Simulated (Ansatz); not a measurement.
Band structure of Co (P6_3/mmc, 2 atoms in the cell).

```
CELL_PARAMETERS angstrom
      2.46557     0.00000     0.00000
     -1.23279     2.13525     0.00000
      0.00000     0.00000     4.01068
ATOMIC_POSITIONS crystal
  Co 0.33333 0.66667 0.25000
  Co 0.66667 0.33333 0.75000
```
Moments meant for the start (each program seeds them in its own way; μB, in the order of the atoms Co Co): 3.0 3.0.

Method: PBE (plane waves, PAW; Ansatz, a quantum-chemistry and plane-wave program).

Settings: basis.ecutwfc = 420 eV; kpoints.mp_grid.grid = 20 20 11; hamiltonian.xc = pbe; hamiltonian.pseudopotentials = {kind: paw} (the program's default PAW files); magnetization.spin_polarized = true; scf.occupations.method = gaussian; scf.occupations.width = 0.136 eV; kpoints.band_path.npoints = 8.

The starting cell comes from a database of computed structures (which also holds hypothetical and non-ambient phases and stackings), without a prior relaxation at this level. Its lattice was rescaled by a random factor within 2.5 % of one. The magnetic order is the one reached from the typed start; others were not searched systematically.

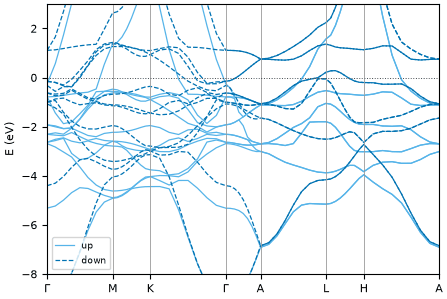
Figure. Bands along the path, energies from the Fermi level.

Levels in eV from the Fermi level, bands 16 to 23 of the first spin channel:
```csv
point,16,17,18,19,20,21,22,23
Γ,-1.92,-1.92,-0.79,-0.79,-0.26,6.46,22.07,24.79
M,-0.62,-0.56,-0.47,1.36,3.43,9.76,10.44,12.86
K,-0.90,-0.90,-0.80,4.59,5.45,5.45,12.47,13.22
A,-2.70,-1.11,-1.11,-1.11,-1.11,15.04,15.04,22.79
L,-1.05,-0.53,-0.53,1.58,1.58,7.46,7.46,18.54
H,-1.91,-0.72,-0.72,5.83,5.83,7.45,7.45,9.78
```

Bands cross the Fermi level along this path, so the cell is metallic at this level.

The net moment of the cell came out as 3.19 μB.

Keys are those of Ansatz 0.2.
